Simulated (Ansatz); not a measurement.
**How BAs (F-43m) expands on warming**

Wanted: α(T), C_P(T) and B(T) of BAs in the quasi-harmonic approximation.

Experimental results on record:
- volume expansion coefficient 11.55 1e-6/K near room temperature (given in “Basic Physical Properties of Cubic Boron Arsenide (three times its linear coefficient)”, 2019, arxiv:1911.11281)
- volume expansion coefficient 10.8 1e-6/K near room temperature (given in “Thermal expansion coefficients of high thermal conducting BAs and BP materials (three times its linear coefficient)”, 2019, arxiv:1906.04101)

Program: Ansatz 0.2.0. Level of theory: DFT r2SCAN, scalar-relativistic, plane waves, PAW. Results are calculated unless marked as measured.

## (1) The starting structure

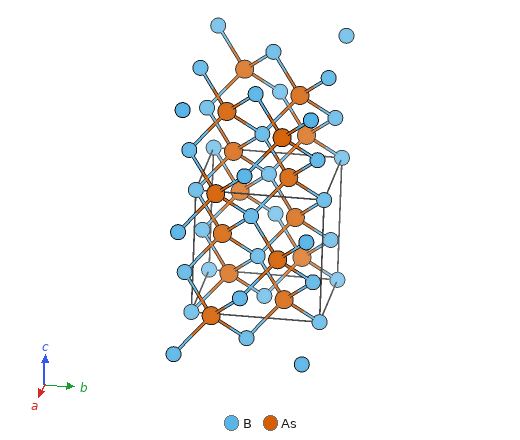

Start, viewed slightly off an axis; boron blue, arsenic orange. 2×1×2 cells are drawn. This picture shows the conventional cell, with its axes. Bonds to atoms that aren't drawn are left out. Some periodic images of atoms are drawn too.

## (2) Probe on a coarse mesh

Before spending time, one coarse run tells the gap and the pressure of the starting cell.

input.yaml reads:

```yaml
crystal:
  lattice:
    - [0.0, 2.3885, 2.3885]
    - [2.3885, 0.0, 2.3885]
    - [2.3885, 2.3885, 0.0]
  atoms:
    - { symbol: B, position: [0.0, 0.0, 0.0] }
    - { symbol: As, position: [0.25, 0.25, 0.25] }
kpoints:
  mp_grid: { grid: [6, 6, 6] }
hamiltonian:
  xc: r2scan
scf:
  occupations: { method: gaussian, width: 0.1 }
  lower_state_search: "off"
output:
  forces: true
  stress: true
  eigenvalues: true
```

Started as:

```bash
$ ansatz run input.yaml --threads 8 --pin off --max-ram 16384MiB --backend cpu --events-out ev --progress --plain --runs-dir out
```

Numbers of over 12 decimals in the logs are rounded to 6 here.

The program printed:

```text
Engine: ansatz 0.2.0, aarch64-unknown-linux-gnu
Pseudopotentials: kind: paw
Pseudopotential: B, paw, valence charge 3, recommended cutoff 500 eV (meta_gga), B.paw.azcp
Pseudopotential: As, paw, valence charge 15, recommended cutoff 500 eV (meta_gga), As.paw.azcp
Functional definition: r2SCAN
  parameter k0 = 0.174
  parameter k1 = 0.065
  parameter a1 = 4.9479
  exchange = r2scan_x(k0 = k0, k1 = k1, a1 = a1)
  correlation = r2scan_c
Crystal: 2 atoms, lattice volume = 27.252 Å³
Basis set: ecut = 500 eV, 701 PW (Γ), exchange–correlation on 100×100×100 points (64 copies of the dense FFT grid, shifted against one another)
Bands: 13, of which v1, the nominal top of the filled ones, is band 9 counted from 1 (8 counted from 0)
Symmetry: 24 space group operations
Space group: F-43m (ITA 216), of the structure as read, at distance tolerance 3.0e-5 Å
k-points: 16 of 216 (time reversal used)
Non-local potential: B, projectors of the file, l = 0: 2, l = 1: 2, l = 2: 1
Non-local potential: As, projectors of the file, l = 0: 2, l = 1: 2, l = 2: 3, l = 3: 1
PAW form: soft (Blöchl's): semilocal exchange-correlation on the pseudo side does not see the compensation charge
PAW frozen core: B, regenerated for the run's functional (the file was generated under x = pbe(κ = 0.804, μ = 0.219515), c = pbe(β = 0.066725))
PAW frozen core: As, regenerated for the run's functional (the file was generated under x = pbe(κ = 0.804, μ = 0.219515), c = pbe(β = 0.066725))
PAW one-centre angular grid: B, 302 points (default); XC on 160 Gauss nodes
PAW one-centre angular grid: As, 590 points (default); XC on 160 Gauss nodes
Initial density: superposition of atomic densities (neutral atoms: chi_scale 0, normalization atom), corrected by the library's trained network
Initial wavefunctions: pseudopotential atomic-orbital guess
Functional: x = r2scan, c = r2scan; τ floored in thin density (d = 2e-4 eV/Å³)
SCF iter   1: F=-5021.315550 eV  HF=-5021.297901 eV  |F-HF|=1.76e-2  |Δ(HF+E_count)|=         —  Δρ=5.92e-3  dr2=1.03e-2  dr2_τ=9.66e-2  ethr=1.77e-3  ⟨swp⟩=5.3  Hψ=1255  notcnv=0
preconditioner: auto → none  [insulator: Δε(μ)=1.437 eV  Ē_g=13.196 eV  σ=0.100 eV  W_gap=1.00  n_scr=8 (ndim 8)  ℏωp=20.1 eV  f_vac=0.000  D(μ)=0.00/eV (n_scr^D=0)  ε∞_Penn≈3.3]
SCF iter   2: F=-5021.322824 eV  HF=-5021.322818 eV  |F-HF|=6.30e-6  |Δ(HF+E_count)|=   2.49e-2  Δρ=2.50e-3  dr2=9.00e-4  dr2_τ=1.10e-4  ethr=5.74e-5  ⟨swp⟩=2.0  Hψ=608  notcnv=0
SCF iter   3: F=-5021.322975 eV  HF=-5021.322915 eV  |F-HF|=6.01e-5  |Δ(HF+E_count)|=   9.67e-5  Δρ=1.34e-3  dr2=2.24e-4  dr2_τ=3.27e-6  ethr=5.00e-6  ⟨swp⟩=2.0  Hψ=414  notcnv=0
SCF iter   4: F=-5021.322980 eV  HF=-5021.322979 eV  |F-HF|=9.62e-7  |Δ(HF+E_count)|=   6.47e-5  Δρ=1.88e-4  dr2=4.58e-6  dr2_τ=1.76e-7  ethr=1.24e-6  ⟨swp⟩=1.0  Hψ=272  notcnv=0
SCF iter   5: F=-5021.322982 eV  HF=-5021.322982 eV  |F-HF|=2.77e-8  |Δ(HF+E_count)|=   2.88e-6  Δρ=2.88e-5  dr2=1.10e-7  dr2_τ=4.04e-9  ethr=2.55e-8  ⟨swp⟩=1.9  Hψ=250  notcnv=0
SCF iter   6: F=-5021.322982 eV  HF=-5021.322982 eV  |F-HF|=4.55e-9  |Δ(HF+E_count)|=   9.38e-9  Δρ=7.00e-6  dr2=6.52e-9  dr2_τ=2.55e-10  ethr=5.56e-10  ⟨swp⟩=4.8  Hψ=829  notcnv=0
SCF 1 converged in 6 iterations: F = -5021.322982 eV  dr2 = 6.52e-9
  greatest PAW one-centre occupation: 0.999 electrons in one spin orbital (limit 2), on the As atom at site 1 (counted from 0), in its partial waves of l = 2
SCF converged after 6 iterations
Free energy (F): -5021.322982 eV
Harris-Foulkes:  -5021.322982 eV  (|F-HF|=4.55e-9)
Internal energy: -5021.322982 eV  (E = F + TS)
E sigma→0 (E₀):  -5021.322982 eV
Fermi energy:    11.772834 eV
--- Per-component energies (eV) ---
  E_band       = -222.531595
  E_kinetic    = 151.704969
  E_local      = -1694.488344  (includes V_loc(G=0)·N_el)
  E_nonlocal   = -657.647856
  E_hartree    = 941.218895
  E_xc         = -105.681564
  E_vxc        = -125.657213  (∫ρ·V_xc dr)
  E_paw        = -1929.178229  (= ΣΔE_a)
  E_vpaw       = 214.868126  (= ΣTr[D̂ρ^β])
  E_aug_tail   = -0.000007  (compensation charges beyond the density's cutoff)
  E_vtau       = 6.249257  (kinetic-family band-sum trace: ∫τ·v_τ [+ j·A + Jᵃ·Aᵃ] dr)
  E_ewald      = -1725.774997
  E_core_change = -1.475850  (= ΣΔE_core)
  E_smearing   = -0.000000  (= −TS)
  E_closure    = 0.000000  (closes the sum)
  Σ components = -5021.322982   (vs F -5021.322982, Δ=0.00e0)
--- Forces (eV/Å), atoms counted from 1 ---
  atom   1  B      0.00000000    -0.00000000     0.00000000
  atom   2  As     0.00000000    -0.00000000     0.00000000
  max |Σ_I F_I| component: 4.50e-16 eV/Å
--- Stress (GPa, compression-positive) ---
        0.650975       0.000000      -0.000000
        0.000000       0.650975       0.000000
       -0.000000       0.000000       0.650975
  P = ⅓ Tr σ = 0.6510 GPa (6.510 kbar)
--- Band table (eV; the first three rows and the last of 16) ---
  k-point 0: bands = [... 5 lower, -5.1222, 11.0431, 11.0431, 11.0431, 14.4833, 14.4833, 14.4833, 16.1630]
  k-point 1: bands = [... 5 lower, -4.6457, 7.9272, 10.3155, 10.3155, 14.6254, 15.4335, 15.4335, 18.2127]
  k-point 2: bands = [... 5 lower, -3.3119, 3.9541, 9.4277, 9.4277, 14.1868, 16.1514, 16.1514, 20.4413]
  k-point 15: bands = [... 5 lower, -0.5362, 2.2993, 5.6415, 5.8477, 15.1238, 15.3843, 20.2467, 20.5401]
```

Wall time 1.4 s (8 threads of Arm Neoverse N1, shared host); peak memory 0.36 GiB; 4.7 s of CPU time.

In the SCF lines HF is the Harris–Foulkes energy and dr2 the Hartree energy of the density residual, in eV; the loop may stop once dr2 is under the threshold and the program's other checks hold. Hψ counts applications of the Hamiltonian.

A gap read on the k-mesh alone can miss the band edges.

Numbers from this step:

```yaml
pressure: 0.6510 GPa
gap_on_the_k_mesh: 1.464 eV
volume_per_atom: 13.63 Å³/atom
```

The start is under 0.65 GPa at this level and looks like an insulator or semiconductor on this mesh.

## (3) Finding the static equilibrium

Phonons are second derivatives about a minimum, so cell and atoms are relaxed first, inside the symmetry of the start.

input.yaml, the sections that differ from step 2:

```yaml
kpoints:
  mp_grid: { grid: [10, 10, 10] }
scf:
  occupations: { method: gaussian, width: 0.02 }
  lower_state_search: "off"
output:
  forces: true
  stress: true
  eigenvalues: true
  write_density: true
  write_potential: true
  elf: true
  volumetric_format: npy
relax:
  adjacent_minimum: "off"
  f_tol: 0.005
  max_steps: 80
  cell: { stress_tol: 0.05 }
# crystal, hamiltonian: as in step 2
```

The program printed:

```text
[...]
Crystal: 2 atoms, lattice volume = 27.252 Å³
Basis set: ecut = 500 eV, 701 PW (Γ), exchange–correlation on 100×100×100 points (64 copies of the dense FFT grid, shifted against one another)
Bands: 13, of which v1, the nominal top of the filled ones, is band 9 counted from 1 (8 counted from 0)
Symmetry: 24 space group operations
[...]
k-points: 47 of 1000 (time reversal used)
[...]
SCF iter   1: F=-5021.333834 eV  HF=-5021.316850 eV  |F-HF|=1.70e-2  |Δ(HF+E_count)|=         —  Δρ=5.84e-3  dr2=1.04e-2  dr2_τ=9.55e-2  ethr=1.77e-3  ⟨swp⟩=6.0  Hψ=3646  notcnv=0
[...]
SCF iter   6: F=-5021.341475 eV  HF=-5021.341475 eV  |F-HF|=1.57e-9  |Δ(HF+E_count)|=   6.26e-9  Δρ=7.56e-6  dr2=1.16e-8  dr2_τ=3.48e-10  ethr=2.32e-10  ⟨swp⟩=5.1  Hψ=3294  notcnv=0
SCF 1 converged in 6 iterations: F = -5021.341475 eV  dr2 = 1.16e-8
[...]
relax step   1: F+E_penalty+E_count = -5021.34147492 eV  Δ(F+E_penalty+E_count) = +0.000e0 eV  max|allowed force component| = 2.735e-16 eV/Å  Δτ_max = 0.0000 Å  P = +0.611 GPa  Ω = 27.252 Å³  (6 SCF iters, dr2 threshold 1.00e-7 eV, accepted)
Crystal: 2 atoms, lattice volume = 27.340 Å³
Basis set: ecut = 500 eV, 725 PW (Γ), exchange–correlation on 100×100×100 points (64 copies of the dense FFT grid, shifted against one another)
[...]
iter 1 solved again at ethr=4.38e-7 eV; its pass at ethr=3.10e-3 eV (dr2=7.89e-5 eV) is discarded
[...]
SCF iter   4: F=-5021.341672 eV  HF=-5021.341672 eV  |F-HF|=8.23e-9  |Δ(HF+E_count)|=   2.42e-8  Δρ=8.85e-6  dr2=1.89e-8  dr2_τ=4.43e-10  ethr=1.11e-9  ⟨swp⟩=8.4  Hψ=3949  notcnv=0
SCF 2 converged in 4 iterations: F = -5021.341672 eV  dr2 = 1.89e-8
relax step   2: F+E_penalty+E_count = -5021.34167151 eV  Δ(F+E_penalty+E_count) = -1.966e-4 eV  max|allowed force component| = 6.881e-17 eV/Å  Δτ_max = 0.0000 Å  P = +0.155 GPa  Ω = 27.340 Å³  energy of the carried Pulay correction = -1.231e-5 eV  (4 SCF iters, dr2 threshold 2.00e-7 eV, accepted)
Crystal: 2 atoms, lattice volume = 27.370 Å³
[...]
SCF iter   3: F=-5021.341682 eV  HF=-5021.341682 eV  |F-HF|=6.23e-10  |Δ(HF+E_count)|=   1.08e-8  Δρ=1.41e-5  dr2=5.48e-8  dr2_τ=2.68e-9  ethr=3.32e-10  ⟨swp⟩=8.4  Hψ=4018  notcnv=0
SCF 3 converged in 3 iterations: F = -5021.341682 eV  dr2 = 5.48e-8
relax step   3: F+E_penalty+E_count = -5021.34168187 eV  Δ(F+E_penalty+E_count) = -1.036e-5 eV  max|allowed force component| = 1.023e-16 eV/Å  Δτ_max = 0.0000 Å  P = +0.002 GPa  Ω = 27.370 Å³  energy of the carried Pulay correction = -1.649e-5 eV  (3 SCF iters, dr2 threshold 5.97e-8 eV, accepted)
[...]
SCF iter   5: F=-5021.341700 eV  HF=-5021.341700 eV  |F-HF|=9.09e-13  |Δ(HF+E_count)|=  1.07e-10  Δρ=7.93e-8  dr2=1.66e-12  dr2_τ=1.32e-13  ethr=1.00e-12  ⟨swp⟩=5.3  Hψ=2391  notcnv=0
SCF 4 converged in 5 iterations: F = -5021.341700 eV  dr2 = 1.66e-12
relax step   4: F+E_penalty+E_count = -5021.34170046 eV  Δ(F+E_penalty+E_count) = -1.859e-5 eV  max|allowed force component| = 1.041e-16 eV/Å  Δτ_max = 0.0000 Å  P = +0.002 GPa  Ω = 27.370 Å³  stress off target by 2.02e-3 GPa  SCF on the basis re-selected at this cell (its energy is not comparable with the rows above)  (5 SCF iters)
basis re-selected at this cell: Δ(F+E_penalty+E_count) = -1.859e-5 eV, ΔP = +0.000 GPa vs the last step (what re-selecting the basis moved, of the pressure what is left beyond the Pulay correction that the steps carried, after the strain that the cell walked since its last selection, with what the two solves' SCF thresholds leave and, on support functions, any second-order correction that the steps lacked; it is no m [...]
SCF converged after 5 iterations
Free energy (F): -5021.341700 eV
[...]
Internal energy: -5021.341700 eV  (E = F + TS)
E sigma→0 (E₀):  -5021.341700 eV
Fermi energy:    11.656296 eV
[...]
--- Stress (GPa, compression-positive) ---
        0.002021       0.000000       0.000000
        0.000000       0.002021      -0.000000
        0.000000       0.000000       0.002021
  P = ⅓ Tr σ = 0.0020 GPa (0.020 kbar)
--- Band table (eV; the first three rows and the last of 47) ---
  k-point 0: bands = [... 5 lower, -5.1548, 10.9690, 10.9690, 10.9690, 14.4058, 14.4058, 14.4058, 16.0309]
  k-point 1: bands = [... 5 lower, -4.9827, 9.4991, 10.6483, 10.6483, 14.6308, 14.8295, 14.8295, 16.9237]
  k-point 2: bands = [... 5 lower, -4.4750, 7.0209, 10.0386, 10.0386, 14.4416, 15.5957, 15.5957, 18.6808]
  k-point 46: bands = [... 5 lower, -0.5672, 2.3292, 5.3874, 5.6488, 15.8539, 16.2208, 19.2343, 19.4135]
--- Relaxed structure (3 steps of the walk, 3 accepted, 1 SCFs on fresh bases) ---
  F+E_penalty+E_count = -5021.34170046 eV   max|allowed force component| = 1.041e-16 eV/Å   (the final SCF, on the basis selected at the relaxed cell)
  cell:  # Å, volume = 27.3696 Å³
    - [0, 2.391917, 2.391917]
    - [2.391917, 0, 2.391917]
    - [2.391917, 2.391917, 0]
  atoms:
    - { symbol: B, position: [0, 0, 0] }
    - { symbol: As, position: [0.250000, 0.250000, 0.250000] }
```

Run time: 5.1 s. Hardware: 8 threads; peak memory 0.43 GiB; 34 s of CPU time.

The steps of the relaxation:

```csv
step,energy less that of the first step (eV),largest force component (eV/Å),pressure (GPa),volume (Å³)
1,0.0000,0.0000,0.61,27.25
2,-0.0002,0.0000,0.15,27.34
3,-0.0002,0.0000,0.00,27.37
4*,-0.0002,0.0000,0.00,27.37
```

Relaxation steps marked * repeat the geometry before them on a plane-wave basis chosen anew for their cell, so energy and pressure can jump there.

Forces are held to the 24 operations that the run works with; a distortion that breaks them can't arise in this run.

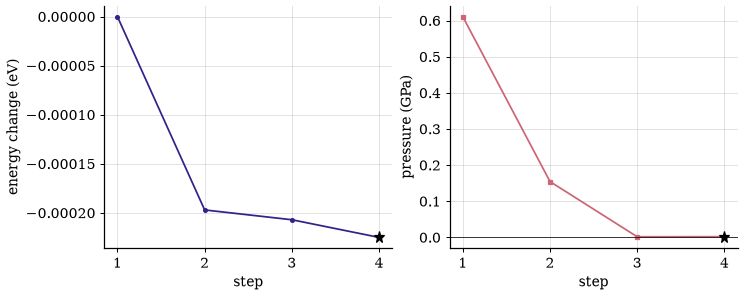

Energy and pressure along the relaxation. Stars mark steps on a basis chosen anew.

```csv
"conventional cell, symmetrised",before,after,change
a (Å),4.777,4.784,+0.1 %
b (Å),4.777,4.784,+0.1 %
c (Å),4.777,4.784,+0.1 %
volume (Å³/atom),13.63,13.68,+0.4 %
```

Final coordinates:

```xyz
2
Lattice="0.0000 2.3919 2.3919 2.3919 0.0000 2.3919 2.3919 2.3919 0.0000" Properties=species:S:1:pos:R:3 pbc="T T T"
B     0.0000    0.0000    0.0000
As    1.1960    1.1960    1.1960
```

Numbers from this step:

```
pressure          : 0.002021 GPa
gap on the k-mesh : 1.375 eV
volume per atom   : 13.68 Å³/atom
```

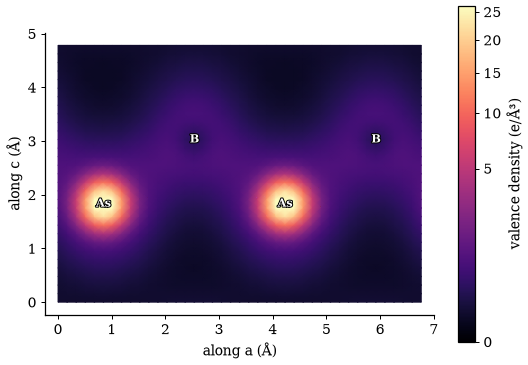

Valence density in the ac plane of a cell with a along [110], b along [-110] and c along [001] of the cube at fractional y = 0.000, with atoms of B and As within 0.2 Å of it. It is the smooth field of the valence electrons, not physical close to the nuclei. The map starts off the cell's origin, so that atoms lie inside it. The colour scale is stretched toward low values.

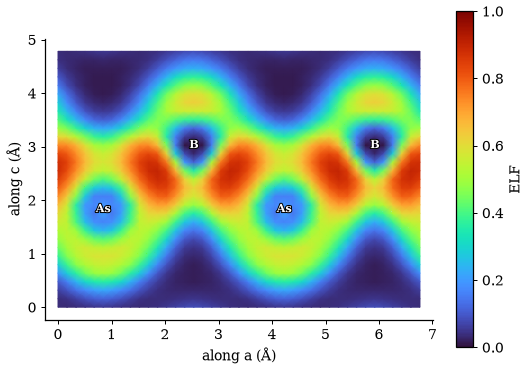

ELF in the ac plane of a cell with a along [110], b along [-110] and c along [001] of the cube at fractional y = 0.000, with atoms of B and As within 0.2 Å of it. It is the smooth field of the valence electrons, not physical close to the nuclei. The map starts off the cell's origin, so that atoms lie inside it.

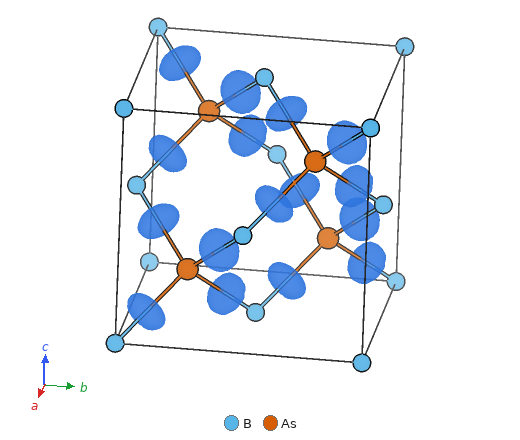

Surface of ELF = 0.82. Bonds to atoms that aren't drawn are left out.

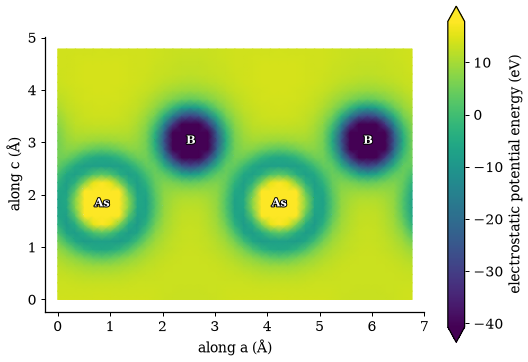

Electrostatic potential energy in the ac plane of a cell with a along [110], b along [-110] and c along [001] of the cube at fractional y = 0.000, with atoms of B and As within 0.2 Å of it. With pseudopotentials it is smooth inside the atoms' cores, unlike the true potential. The map starts off the cell's origin, so that atoms lie inside it.

## (4) Relaxing to small residual forces and stress

The thresholds are tightened for a last relaxation ahead of the phonons, and where mesh or smearing change with them the cell follows.

input.yaml reads:

```yaml
crystal:
  lattice:
    - [0.0, 2.3919171796, 2.3919171796]
    - [2.3919171796, 0.0, 2.3919171796]
    - [2.3919171796, 2.3919171796, 0.0]
  atoms:
    - { symbol: B, position: [0.0, 0.0, 0.0] }
    - { symbol: As, position: [0.25, 0.25, 0.25] }
kpoints:
  mp_grid: { grid: [12, 12, 12] }
hamiltonian:
  xc: r2scan
scf:
  occupations: { method: fixed }
  lower_state_search: "off"
output:
  forces: true
  stress: true
  eigenvalues: true
relax:
  adjacent_minimum: "off"
  f_tol: 0.001
  max_steps: 60
  cell: { stress_tol: 0.01 }
```

The program printed:

```text
[...]
Crystal: 2 atoms, lattice volume = 27.370 Å³
Basis set: ecut = 500 eV, 725 PW (Γ), exchange–correlation on 100×100×100 points (64 copies of the dense FFT grid, shifted against one another)
Bands: 13, of which v1, the nominal top of the filled ones, is band 9 counted from 1 (8 counted from 0)
Symmetry: 24 space group operations
[...]
k-point 71: bands = [... 5 lower, -0.5508, 2.3839, 5.2592, 5.5591, 16.6695, 17.4081, 18.1572, 18.3538]
--- Relaxed structure (1 steps of the walk, 1 accepted, 1 SCFs on fresh bases) ---
[...]
cell:  # Å, volume = 27.3696 Å³
    - [0.0, 2.3919171796, 2.3919171796]
    - [2.3919171796, 0.0, 2.3919171796]
    - [2.3919171796, 2.3919171796, 0.0]
  atoms:
    - { symbol: B, position: [0.0, 0.0, 0.0] }
    - { symbol: As, position: [0.25, 0.25, 0.25] }
[key lines of the parts left out:]
SCF converged after 5 iterations
Free energy (F): -5021.342015 eV
Fermi energy:    10.968824 eV
P = ⅓ Tr σ = 0.0030 GPa (0.030 kbar)
```

The job ended after 3.9 s (8 threads; peak memory 0.44 GiB).

Little changed from the start: no atom moved by 0.005 Å and no cell edge by 0.1 %.

Numbers from this step:

* pressure: 0.003019 GPa
* gap on the k-mesh: 1.385 eV

The residual pressure is 0.0030 GPa, small enough for phonons.

(Continued in part 2 of 2.)

[Logs are printed without paths, hosts, clocks, repeated set-up lines and the standing remarks that a program may print on its own settings, such as how far it seeks lower states.]

[Hosts, paths, dates, database ids (printed as entryN), source tags and the programs' standing remarks are cut or masked in the printed files.]

[A step with changed settings may run another functional than the one named; its input shows which.]
